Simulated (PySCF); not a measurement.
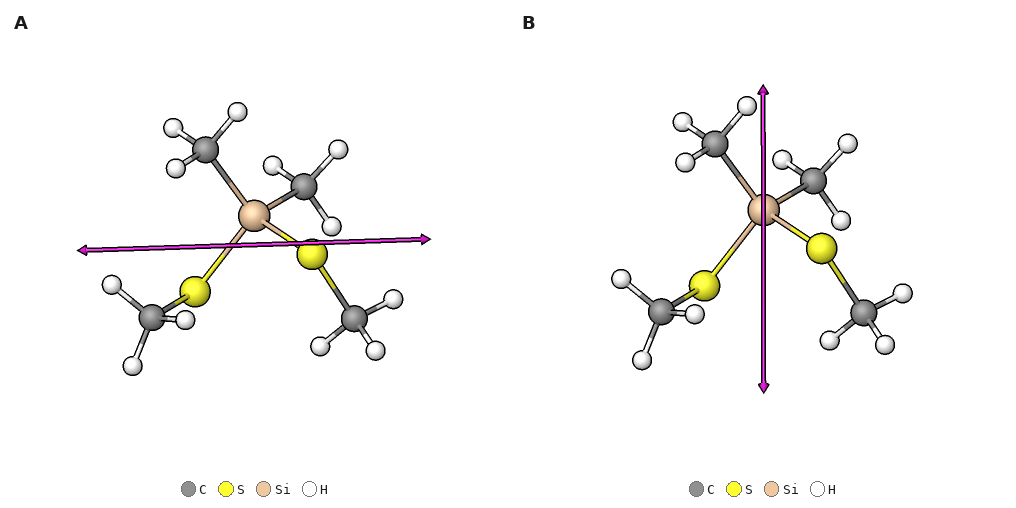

The double arrows show the directions of two transition dipoles from the ground state (lengths mean nothing). The geometry was computed by an optimisation with PBE0-D3(BJ)/def2-SVP. No frequency run is at hand to confirm it as a minimum. Properties computed with TDDFT PBE0/def2-SVPD, vertical, gas phase, core orbitals frozen in the response (PySCF 2.14.0).

Question: One belongs to singlet state 4 and one to singlet state 6. Which is which?

Answer: A: state 4, 6.16 eV (201 nm), oscillator strength 0.048, of mixed character, with the largest part HOMO → LUMO+2 (weight 0.43).
B: state 6, 6.38 eV (194 nm), oscillator strength 0.038, mainly HOMO−1 → LUMO+2 (weight 0.80).
